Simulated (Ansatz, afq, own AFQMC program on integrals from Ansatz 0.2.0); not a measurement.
# AlBH2 (singlet): quantum Monte Carlo beside coupled cluster, 6-31G, part 2 of 2

Ansatz 0.2.0, Gaussian basis, and an in-house AFQMC program (afq) on its integrals; all values are calculated; 6-31G, frozen cores. Earlier steps stand in the parts before.

## Step 14: Free-projection AFQMC, CISD trial on RHF

It reads the integrals that the CCSD(T) run on this determinant wrote.

Launch:

```bash
$ afq ham --method free --trial cisd --walkers 200 --time-step 0.03 --max-blocks 80 --target-error 0.00034 --factor-cut 1e-05 --seed 1050 --times 0,0.3,0.6,1.2,1.8,2.4,3.6,4.8,6 --taylor-order 8
```

Standard output:

```text
orbitals 20  electrons 4 4  factors 127 of 328
reference energy -267.54109853 Eh
CCSD correlation -0.10578509 Eh in 16 cycles, weight of the determinant in the CISD state 0.8775
repeat  energy at the last time / Eh  error
    10  -267.648784  0.000493
    20  -267.648892  0.000303
    30  -267.649417  0.000258
time / (1/Eh)  energy / Eh  error  mean overlap
  0.00  -267.646908  0.000092  1.1387
  0.30  -267.647807  0.000102  1.1465
  0.60  -267.648345  0.000112  1.1471
  1.20  -267.649075  0.000109  1.1486
  1.80  -267.649341  0.000124  1.1470
  2.40  -267.649564  0.000136  1.1437
  3.60  -267.649556  0.000129  1.1413
  4.80  -267.649701  0.000149  1.1510
  6.00  -267.649405  0.000249  1.1510
energy -267.649405 +/- 0.000249 Eh
```

Wall time 37 s (1 thread of Arm Neoverse V1, shared host).

Energy -7283.1113 ± 0.0068 eV. Caveats: remainder of the start not in the error.

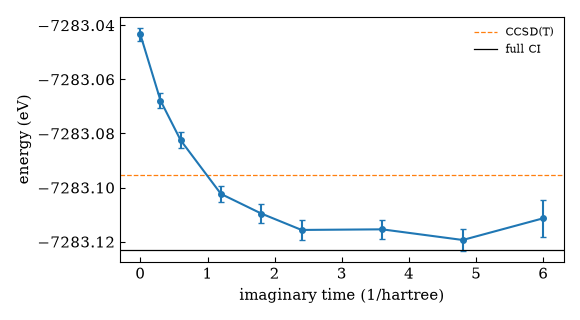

Energy against projection time, with error bars.

## Step 15: UHF

Contents of in.yaml:

```yaml
crystal:
  periodic: [false, false, false]
  atoms:
    - {symbol: B, position_ang: [0.000000, 0.000000, 1.731547]}
    - {symbol: Al, position_ang: [0.000000, 0.000000, -0.588094]}
    - {symbol: H, position_ang: [0.000000, -1.367107, -1.414802]}
    - {symbol: H, position_ang: [0.000000, 1.367107, -1.414802]}
basis:
  gaussian: {orbitals: 6-31G}
magnetization: {spin_polarized: true, initial_magnetization: 0}
hamiltonian: {xc: hf}
output: {orbitals: {seedname: orbitals}}
```

Launch:

```bash
$ ansatz run in.yaml --threads 1 --pin off --events-out ev --progress --plain --max-ram 1382MiB
```

Standard output (excerpt; [...] marks lines left out):

```text
Functional definition: HF
  name "HF"
  cite "Fock, Z. Phys. 61, 126 (1930) doi:10.1007/BF01340294"
  parent pbe
[...]
328 factors; integrals over basis functions are off by at most 1.5e-4 eV
[...]
mean field -7280.64573584 eV, -267.5587957933 hartree, gradient 8.1e-6 eV, S^2 0.799142; 8 other end points of the search recorded, 0 dependent functions left out
reference -7280.64573584 eV, -267.5587957933 hartree; 10, 10 occupied and 16, 16 virtual orbitals, 328 factors
Total energy: -7280.64573584 eV, -267.5587957933 hartree
```

Run time: 0.45 s. Hardware: 1 thread of Arm Neoverse V1, shared host.

From the report: ⟨S²⟩ of the determinant 0.799 (pure singlet: 0.00). The determinant is far from a pure spin state, so its energy mixes those of several spin states (harmless only where they are near-degenerate, as at dissociation).

## Step 16: CCSD(T) on UHF

Changes to in.yaml since step 15:

```diff
@@ -10,3 +10,2 @@
 magnetization: {spin_polarized: true, initial_magnetization: 0}
-hamiltonian: {xc: hf}
-output: {orbitals: {seedname: orbitals}}
+correlation: {method: ccsd_t, electrons: outside_noble_gas, hamiltonian_folder: ham}
```

Launched as before.

Standard output (excerpt; [...] marks lines left out):

```text
Functional definition: HF
  name "HF"
  cite "Fock, Z. Phys. 61, 126 (1930) doi:10.1007/BF01340294"
  parent pbe
[...]
328 factors; integrals over basis functions are off by at most 1.5e-4 eV
[...]
mean field -7280.64573584 eV, -267.5587957933 hartree, gradient 1.2e-6 eV, S^2 0.799143; 23 other end points of the search recorded, 0 dependent functions left out
determinant -7280.64573584 eV, -267.5587957933 hartree, with singles and doubles -7283.10474212 eV, -267.6491626073 hartree
[...]
reference -7280.64573584 eV, -267.5587957933 hartree; 4, 4 occupied and 16, 16 virtual orbitals, 328 factors
second order -1.59758170 eV of doubles, -0.00000000 eV of singles
cycle   1  -2.46188653 eV  change    8.8e-7 eV  update   2.3e-6
perturbative correction -0.05664618 eV, -0.0020817086 hartree
WARN: the results are in doubt because among natural orbitals full CI differs from the method by +0.110 eV
Total energy: -7283.16426855 eV, -267.6513501632 hartree
In doubt: among natural orbitals full CI differs from the method by +0.110 eV
```

It took 2.6 s on 1 thread of Arm Neoverse V1, shared host.

From the report: ⟨S²⟩ of the determinant 0.799 (pure singlet: 0.00); correlation -2.5185 eV; T1 0.027; largest double amplitude 0.07. The determinant is far from a pure spin state, so its energy mixes those of several spin states (harmless only where they are near-degenerate, as at dissociation). Mind the lines of doubt at the end of the log.

This run also writes the integrals to the folder ham.

## Step 17: CCSDT(Q) on UHF

Changes to in.yaml since step 16:

```diff
@@ -10,2 +10,2 @@
 magnetization: {spin_polarized: true, initial_magnetization: 0}
-correlation: {method: ccsd_t, electrons: outside_noble_gas, hamiltonian_folder: ham}
+correlation: {method: ccsdt_q, electrons: outside_noble_gas}
```

Launched as before.

Standard output (excerpt; [...] marks lines left out):

```text
Functional definition: HF
  name "HF"
  cite "Fock, Z. Phys. 61, 126 (1930) doi:10.1007/BF01340294"
  parent pbe
[...]
573 factors; integrals over basis functions are off by at most 1.1e-7 eV
[...]
mean field -7280.64582530 eV, -267.5587990806 hartree, gradient 1.9e-6 eV, S^2 0.799151; 23 other end points of the search recorded, 0 dependent functions left out
[...]
reference -7280.64582530 eV, -267.5587990806 hartree; 4, 4 occupied and 16, 16 virtual orbitals, 573 factors
second order -1.59759962 eV of doubles, -0.00000000 eV of singles
cycle   1  -2.07434828 eV  change   -4.8e-1 eV  update   7.5e-2
[...]
cycle   9  -2.46809342 eV  change   -4.0e-7 eV  update   1.3e-7
perturbative correction -0.00585147 eV, -0.0002150377 hartree
Total energy: -7283.11977020 eV, -267.6497148788 hartree
```

It took 9.5 s on 1 thread of Arm Neoverse V1, shared host.

From the report: ⟨S²⟩ of the determinant 0.799 (pure singlet: 0.00); correlation -2.4739 eV; T1 0.186; largest double amplitude 0.12. The determinant is far from a pure spin state, so its energy mixes those of several spin states (harmless only where they are near-degenerate, as at dissociation).

## Step 18: CCSDTQ on UHF

Changes to in.yaml since step 17:

```diff
@@ -10,2 +10,2 @@
 magnetization: {spin_polarized: true, initial_magnetization: 0}
-correlation: {method: ccsdt_q, electrons: outside_noble_gas}
+correlation: {method: ccsdtq, electrons: outside_noble_gas}
```

Same command.

Standard output (excerpt; [...] marks lines left out):

```text
Functional definition: HF
  name "HF"
  cite "Fock, Z. Phys. 61, 126 (1930) doi:10.1007/BF01340294"
  parent pbe
[...]
573 factors; integrals over basis functions are off by at most 1.1e-7 eV
[...]
mean field -7280.64582530 eV, -267.5587990806 hartree, gradient 1.9e-6 eV, S^2 0.799151; 23 other end points of the search recorded, 0 dependent functions left out
[...]
6 core orbitals not correlated: weight in the atoms' cores, before any rotation towards them, 1.000 or more for the frozen orbitals, at most 0.000 for the correlated occupied ones
reference -7280.64582530 eV, -267.5587990806 hartree; 4, 4 occupied and 16, 16 virtual orbitals, 573 factors
second order -1.59759962 eV of doubles, -0.00000000 eV of singles
cycle   1  -2.07434828 eV  change   -4.8e-1 eV  update   7.5e-2
[...]
cycle  45  -2.47656394 eV  change    2.3e-7 eV  update   8.8e-7
Total energy: -7283.12238924 eV, -267.6498111268 hartree
```

Wall time 67 s (1 thread of Arm Neoverse V1, shared host); peak memory 0.26 GiB.

From the report: ⟨S²⟩ of the determinant 0.799 (pure singlet: 0.00); correlation -2.4766 eV; T1 0.169; largest double amplitude 0.11. The determinant is far from a pure spin state, so its energy mixes those of several spin states (harmless only where they are near-degenerate, as at dissociation).

## Step 19: Phaseless AFQMC, CISD trial on UHF

It reads the integrals that the CCSD(T) run on this determinant wrote.

Launch:

```bash
$ afq ham --method phaseless --trial cisd --walkers 200 --populations 1 --least-time 40 --time-step 0.005 --steps-per-block 50 --equilibration-blocks 28 --max-blocks 300 --target-error 0.00034 --factor-cut 1e-05 --start spin_pure --seed 907 --release-times 0.24,0.5,1,1.5 --release-step 0.02 --release-every 4 --taylor-order 6
```

Standard output:

```text
orbitals 20  electrons 4 4  factors 127 of 328
reference energy -267.55879579 Eh
CCSD correlation -0.09047253 Eh in 21 cycles, weight of the determinant in the CISD state 0.8904
energy of the start -267.646721 Eh
 block  time / (1/Eh)  mean weight  energy / Eh
     1     0.250  0.9998  -267.646295
     2     0.500  0.9996  -267.646525
     3     0.750  1.0001  -267.646894
     4     1.000  1.0005  -267.647199
     5     1.250  0.9995  -267.647470
     6     1.500  0.9992  -267.647711
     7     1.750  0.9995  -267.648262
     8     2.000  0.9991  -267.648402
     9     2.250  0.9996  -267.648301
    10     2.500  0.9998  -267.648767
    13     3.250  0.9999  -267.649348
    17     4.250  1.0004  -267.649662
    21     5.250  1.0000  -267.650004
    25     6.250  0.9994  -267.649331
    29     7.250  0.9997  -267.649419
    33     8.250  1.0004  -267.649971
    37     9.250  1.0000  -267.649443
    41    10.250  1.0003  -267.648019
    45    11.250  1.0005  -267.649451
    49    12.250  1.0000  -267.649714
    53    13.250  0.9996  -267.650782
    57    14.250  0.9999  -267.650044
    61    15.250  1.0000  -267.648192
    65    16.250  1.0005  -267.649952
    69    17.250  1.0012  -267.649050
    73    18.250  0.9999  -267.650277
    77    19.250  0.9997  -267.650026
    81    20.250  1.0005  -267.647935
    85    21.250  0.9999  -267.649326
    89    22.250  0.9993  -267.649730
    93    23.250  0.9989  -267.650335
    97    24.250  1.0001  -267.651106
   101    25.250  0.9948  -267.649260
   105    26.250  1.0005  -267.649316
   109    27.250  0.9996  -267.649270
   113    28.250  1.0001  -267.649875
   117    29.250  0.9998  -267.650009
   121    30.250  0.9995  -267.649899
   125    31.250  1.0002  -267.650382
   129    32.250  1.0000  -267.648704
   133    33.250  0.9996  -267.647967
   137    34.250  0.9998  -267.647349
   141    35.250  1.0003  -267.648008
   145    36.250  1.0001  -267.650703
   149    37.250  1.0002  -267.649317
   153    38.250  1.0003  -267.650374
   157    39.250  1.0013  -267.648950
   161    40.250  1.0006  -267.649907
   165    41.250  1.0006  -267.649209
   169    42.250  1.0009  -267.649990
   173    43.250  1.0005  -267.649303
   177    44.250  1.0001  -267.649942
   181    45.250  0.9999  -267.649146
   185    46.250  0.9994  -267.648980
blocks merged  error / Eh  count
     1  0.000075  160
     2  0.000097  80
     4  0.000117  40
     8  0.000123  20
    16  0.000144  10
released: time / (1/Eh)  energy / Eh  error  mean overlap
  0.24  -267.649637  0.000161  0.9948
  0.50  -267.649883  0.000173  0.9916
  1.00  -267.649825  0.000178  1.0026
  1.50  -267.649834  0.000144  1.0035
energy -267.649555 +/- 0.000123 Eh
```

It took 2.8 min on 1 thread of Arm Neoverse V1, shared host.

Energy -7283.1154 ± 0.0033 eV. Caveats: constraint bias not in the error; large difference.

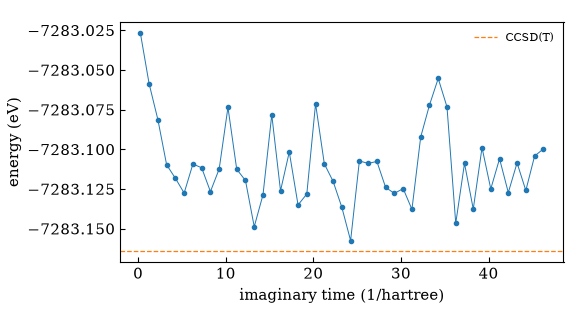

Block energies along the walk.

## Step 20: Phaseless AFQMC, single-determinant trial on UHF

It reads the integrals that the CCSD(T) run on this determinant wrote.

Launch:

```bash
$ afq ham --method phaseless --trial hf --walkers 400 --populations 1 --least-time 40 --time-step 0.005 --steps-per-block 20 --equilibration-blocks 112 --max-blocks 600 --target-error 0.00102 --factor-cut 1e-05 --start spin_pure --seed 8304 --taylor-order 6
```

Standard output:

```text
orbitals 20  electrons 4 4  factors 127 of 328
reference energy -267.55879579 Eh
CCSD correlation -0.09047253 Eh in 21 cycles, weight of the determinant in the CISD state 0.8904
energy of the start -267.555463 Eh
 block  time / (1/Eh)  mean weight  energy / Eh
     1     0.100  1.0000  -267.566165
     2     0.200  0.9997  -267.575353
     3     0.300  1.0008  -267.583673
     4     0.400  1.0000  -267.590833
     5     0.500  1.0009  -267.597759
     6     0.600  1.0002  -267.602483
     7     0.700  1.0008  -267.605279
     8     0.800  0.9999  -267.609730
     9     0.900  1.0001  -267.610917
    10     1.000  1.0004  -267.614065
    13     1.300  0.9997  -267.626865
    25     2.500  1.0006  -267.638993
    37     3.700  1.0003  -267.647399
    49     4.900  0.9995  -267.649645
    61     6.100  1.0004  -267.647075
    73     7.300  0.9998  -267.645762
    85     8.500  0.9999  -267.647003
    97     9.700  1.0000  -267.647285
   109    10.900  1.0004  -267.650436
   121    12.100  0.9997  -267.650818
   133    13.300  1.0004  -267.649495
   145    14.500  1.0003  -267.641471
   157    15.700  0.9995  -267.645967
   169    16.900  0.9997  -267.647937
   181    18.100  1.0001  -267.654355
   193    19.300  1.0004  -267.649914
   205    20.500  1.0000  -267.647934
   217    21.700  0.9996  -267.650399
   229    22.900  0.9999  -267.647468
   241    24.100  1.0000  -267.649150
   253    25.300  1.0006  -267.643596
   265    26.500  0.9998  -267.646670
   277    27.700  0.9997  -267.646468
   289    28.900  0.9998  -267.641841
   301    30.100  0.9999  -267.648257
   313    31.300  1.0005  -267.640733
   325    32.500  1.0001  -267.648668
   337    33.700  0.9997  -267.638183
   349    34.900  0.9998  -267.641003
   361    36.100  1.0006  -267.654274
   373    37.300  0.9992  -267.652706
   385    38.500  0.9985  -267.643110
   397    39.700  0.9999  -267.646968
   409    40.900  1.0000  -267.644093
   421    42.100  1.0000  -267.642949
   433    43.300  1.0002  -267.650157
   445    44.500  1.0006  -267.647305
   457    45.700  0.9999  -267.642368
   469    46.900  1.0006  -267.639803
   481    48.100  1.0005  -267.648691
   493    49.300  1.0002  -267.653779
   505    50.500  0.9996  -267.642436
blocks merged  error / Eh  count
     1  0.000281  400
     2  0.000374  200
     4  0.000493  100
     8  0.000638  50
    16  0.000781  25
    32  0.001057  12
energy -267.646763 +/- 0.000781 Eh
```

Wall time 3 min (1 thread of Arm Neoverse V1, shared host).

Energy -7283.0395 ± 0.0213 eV. Caveats: constraint bias not in the error; large difference. The error still grows with block length (0.0174 to 0.0288 eV), so the bar may be too small.

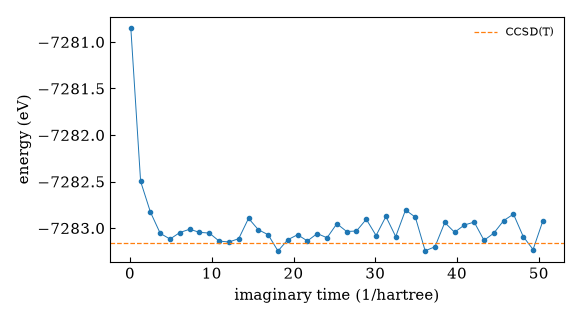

Block energies along the walk.

## Step 21: Free-projection AFQMC, CISD trial on UHF

It reads the integrals that the CCSD(T) run on this determinant wrote.

Launch:

```bash
$ afq ham --method free --trial cisd --walkers 200 --time-step 0.03 --max-blocks 80 --target-error 0.00034 --factor-cut 1e-05 --seed 1050 --times 0,0.3,0.6,1.2,1.8,2.4,3.6,4.8,6 --taylor-order 8
```

Standard output:

```text
orbitals 20  electrons 4 4  factors 127 of 328
reference energy -267.55879579 Eh
CCSD correlation -0.09047253 Eh in 21 cycles, weight of the determinant in the CISD state 0.8904
repeat  energy at the last time / Eh  error
    10  -267.652947  0.000373
    20  -267.652912  0.000230
    30  -267.652835  0.000186
time / (1/Eh)  energy / Eh  error  mean overlap
  0.00  -267.649216  0.000050  1.1225
  0.30  -267.650285  0.000055  1.1206
  0.60  -267.650923  0.000061  1.1221
  1.20  -267.651682  0.000062  1.1137
  1.80  -267.651980  0.000076  1.1218
  2.40  -267.652159  0.000076  1.1309
  3.60  -267.652372  0.000110  1.1474
  4.80  -267.652566  0.000149  1.1494
  6.00  -267.652829  0.000181  1.1283
energy -267.652829 +/- 0.000181 Eh
```

Wall time 1.9 min (1 thread of Arm Neoverse V1, shared host).

Energy -7283.2045 ± 0.0049 eV. The run doesn't count as converged. Caveats: remainder of the start not in the error; start not forgotten; start is not spin pure; large difference.

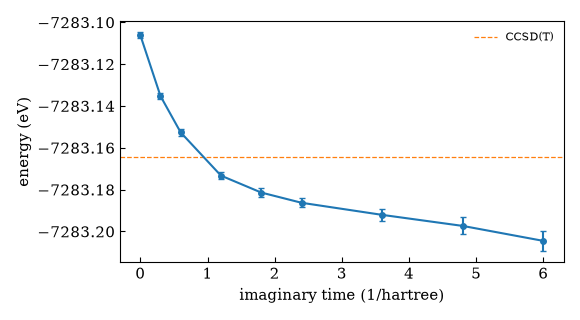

Energy against projection time, with error bars.

## Step 22: AFQMC on the ladder

On the RHF determinant, counted from full CI (exact for this spin and basis):

```tsv
level	energy (eV)	from full CI (meV)	statistical error (meV)	time
HF	-7280.1642	+2959.0		
MP2	-7282.0446	+1078.6		
CCSD	-7283.0427	+80.5		
CCSD(T)	-7283.0953	+27.9		
CCSDT(Q)	-7283.1205	+2.7		
CCSDTQ	-7283.1230	+0.2		
full CI	-7283.1232	0.0		
Phaseless AFQMC, CISD trial, step 0.005, 200 walkers	-7283.1179	+5.3	5.2	86 s
Free-projection AFQMC, CISD trial, step 0.03, 200 walkers	-7283.1113	+11.9	6.8	37 s
```

The full CI on restricted orbitals is not used as the yardstick for these unrestricted rows.

On the UHF determinant, counted from CCSDTQ (a yardstick, not exact):

```tsv
level	energy (eV)	from CCSDTQ (meV)	statistical error (meV)	time
HF	-7280.6457	+2476.7		
MP2	-7282.2433	+879.1		
CCSD	-7283.1076	+14.8		
CCSD(T)	-7283.1643	-41.9		
CCSDT(Q)	-7283.1198	+2.6		
CCSDTQ	-7283.1224	0.0		
Phaseless AFQMC, CISD trial, step 0.005, 200 walkers	-7283.1154	+7.0	3.3	2.8 min
Phaseless AFQMC, single-determinant trial, step 0.005, 400 walkers	-7283.0395	+82.9	21.3	3 min
```

The functionals' totals stand on their own zeros and serve differences with other points: PBE -7294.381 eV; r2SCAN -7298.143 eV; PBE0 -7295.214 eV; B3LYP -7300.237 eV; wB97M-V -7298.337 eV; B2PLYP -7294.691 eV.

## Step 23: Summary of results

This closing draws on all 2 parts.

```
                                                    quantity             value
                                 CCSD(T) on RHF from full CI         +27.9 meV
             Phaseless AFQMC, CISD trial on RHF from full CI    +5.3 ± 5.2 meV
       Free-projection AFQMC, CISD trial on RHF from full CI   +11.9 ± 6.8 meV
                                  CCSD(T) on UHF from CCSDTQ         -41.9 meV
              Phaseless AFQMC, CISD trial on UHF from CCSDTQ    +7.0 ± 3.3 meV
Phaseless AFQMC, single-determinant trial on UHF from CCSDTQ  +82.9 ± 21.3 meV
```

What this shows: On RHF the phaseless walk with the CISD trial lies +5.3 meV from full CI, within three error bars. Free projection has no constraint; at the last time it gives +11.9 ± 6.8 meV. On UHF the phaseless walk with the CISD trial lies +7.0 meV from CCSDTQ, within three error bars. A single-determinant trial moves the result by +76.0 meV. Error bars are statistical and leave out the constraint, the time step and what remains of the start.
